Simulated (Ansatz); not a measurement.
**A ladder of methods for SiH2SO (SMILES O[Si]S)**

SiH2SO has 5 atoms, charge 0, and is taken as a singlet. As SMILES, `O[Si]S`. The shape is that of a PBE0-D4/def2-TZVP optimisation. This is one conformer, not always the lowest.

```xyz
5

O    -1.1947   -0.6589   -0.3258
Si   -0.9568    0.9513   -0.0795
S     1.1677    1.1186    0.3603
H    -0.4894   -1.3081   -0.2672
H     1.5230   -0.1765    0.2707
```

Quantity: the energy change with the Si2–S3 bond stretched from 2.176 to 5.440 Å, in eV. The values are calculated.

```
                      level                    kind  program  value (eV)  less FCI/STO-3G  CPU time (all runs)
    PBE/STO-3G (restricted)                     GGA   Ansatz        5.09            +1.28                5.4 s
  BHLYP/STO-3G (restricted)           global hybrid   Ansatz        6.47            +2.66                2.9 s
r2SCAN0/STO-3G (restricted)         hybrid meta-GGA   Ansatz        6.04            +2.23                 10 s
  wB97X/STO-3G (restricted)  range-separated hybrid   Ansatz        6.96            +3.15                 14 s
    MP2/STO-3G (restricted)     perturbation theory   Ansatz        4.17            +0.36               0.42 s
   CCSD/STO-3G (restricted)   coupled cluster or CI   Ansatz        3.86            +0.05               0.48 s
  CCSDT/STO-3G (restricted)   coupled cluster or CI   Ansatz        3.82            +0.01                1.4 s
                 FCI/STO-3G      exact in the basis   Ansatz        3.81             0.00                 55 s
```

FCI/STO-3G is exact within its basis and frozen core, so for wave-function methods in that basis the difference is their error; functionals converge differently with the basis, so for them it is only a difference. The first shape isn't each level's own minimum. The values span 3.81 to 6.96 eV. All rows use very small basis sets, so even the best lies far from the true value. Times are those of the runs behind each value, whatever else they computed, on shared processors of several kinds: orders of magnitude only.

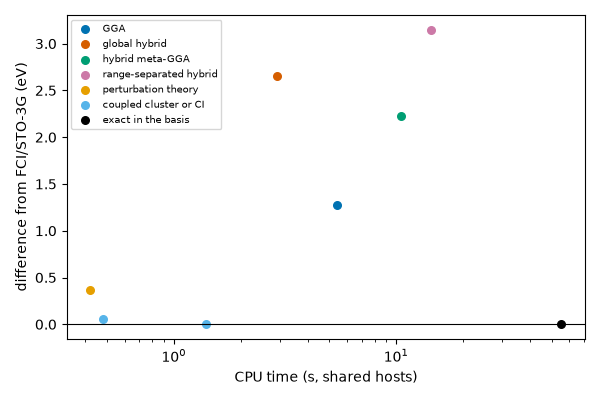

Difference from FCI/STO-3G against processor time, one point a level.
